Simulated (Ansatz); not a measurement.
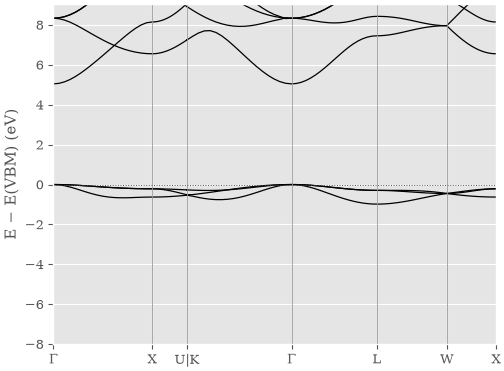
Figure. Band structure from the program Ansatz at the PBE level (PAW)

Read off the gap and where the band edges lie.

About 5.0 eV (5.05 eV by a search for the band edges); maximum at Γ, minimum at Γ.

The material is KCl (rock salt, Fm-3m).

The PBE relaxation kept the symmetry of its start.

Potentials: the later of the program's two PAW sets.
